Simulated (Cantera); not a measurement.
Feed: 1 mol SiH2Cl2, 0.071 mol CH4, 7.1 mol H2, held at 10.0 mbar.

Method: chemical equilibrium by Gibbs-energy minimisation in Cantera with the NASA 1993 tables (ideal gas, pure condensed phases). Candidate condensed phases: C, C6H6, C7H8, C8H18, Si, SiC; 109 gas species. Mutual solubility and eutectic melting of coexisting phases are not modelled. The tables' values for SiCl, SiCl3 are old estimates; treat these amounts as uncertain. Gases not in the tables: Si2H6 and higher silanes. Rates play no part.

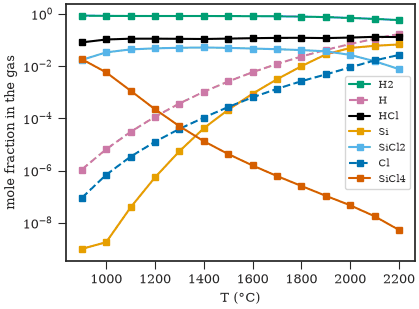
Figure: Equilibrium gas composition (values under 1e-9 drawn at 1e-9)

From 900 °C to 1400 °C the condensed part is Si(s) + SiC(s). From 1500 °C to 1900 °C the condensed part is Si(l) + SiC(s). At 2000 °C the condensed part is SiC(s). From 2100 °C to 2200 °C nothing is condensed. The main Si-bearing gas is SiCl4 at 900 °C and Si at 2200 °C.
